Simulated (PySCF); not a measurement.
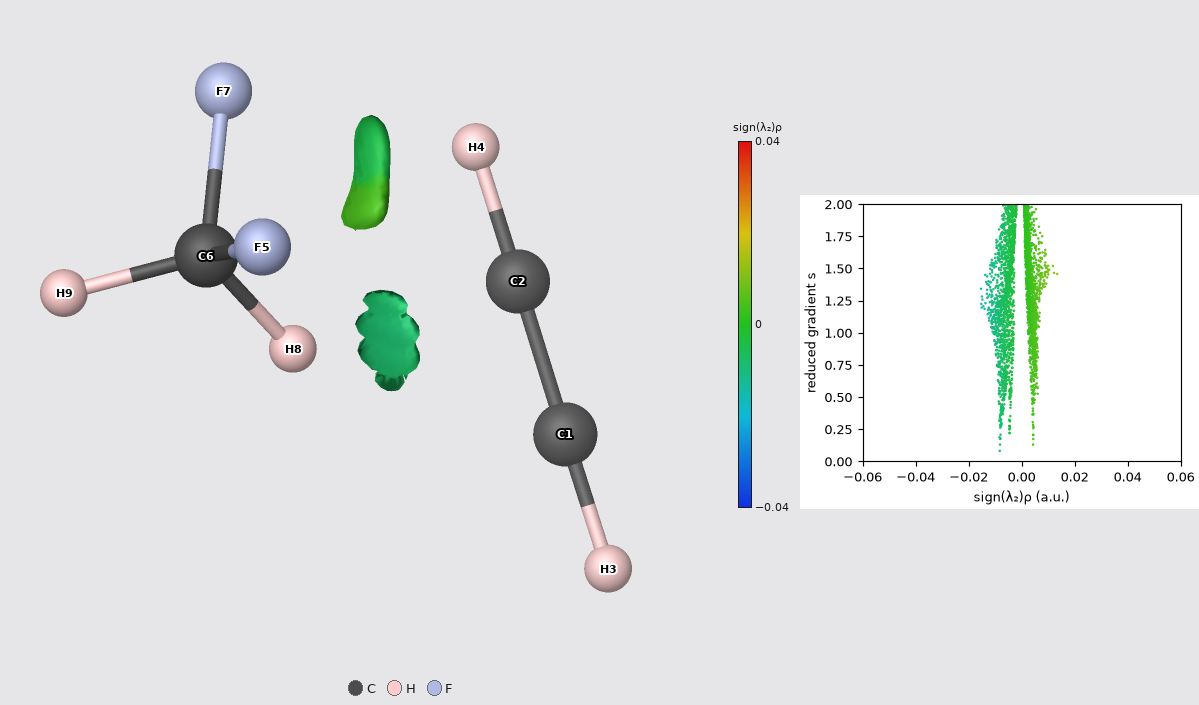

*C3H4F2, SMILES `C#C.FCF`. Non-covalent interaction surfaces between the fragments (reduced density gradient s = 0.4, coloured by sign(λ₂)ρ in a.u.; trimmed to the region between the fragments where ρ is under 0.06 a.u.). Fragment A: H2C2 (atoms 1–4); fragment B: H2CF2. The plot gives s against sign(λ₂)ρ for grid points between the fragments.*

Level of theory: BP86/def2-SVPD (PySCF), at a geometry from GFN2-xTB.

Coordinates in Å:

```
C1      -2.7437    0.5591   -0.0775
C2      -2.1983   -0.4629    0.2134
H3      -3.2335    1.4533   -0.3290
H4      -1.7085   -1.3562    0.4701
F5       1.8646    0.8670    0.3946
C6       1.1322    0.1389   -0.4664
F7       1.0261   -1.1083    0.0285
H8       0.1243    0.5719   -0.5376
H9       1.6604    0.0916   -1.4285
```

Interpret the surfaces between the fragments.

Answer. Bond critical points between the fragments: C2···H8, C–H···C contact, 2.65 Å, ρ = 0.008 a.u.; H4···F7, weak C–H hydrogen bond, 2.78 Å, ρ = 0.005 a.u. All are weak and appear green, as weak hydrogen bonds do. Several contacts close a ring, whose ring point adds a part with positive λ₂ between them. The pose is a local one from a semi-empirical search, not shown to be the most stable.

How strongly are they bound?

Answer. The counterpoise-corrected interaction energy of the frozen fragments is 0.0 kcal/mol without dispersion correction and −1.4 kcal/mol with D3(BJ). The pair geometry is semi-empirical, not a minimum at this level.

The PySCF run took 40 s on 1 thread of Arm Neoverse V1, with other jobs on the host, peak memory 0.5 GiB.
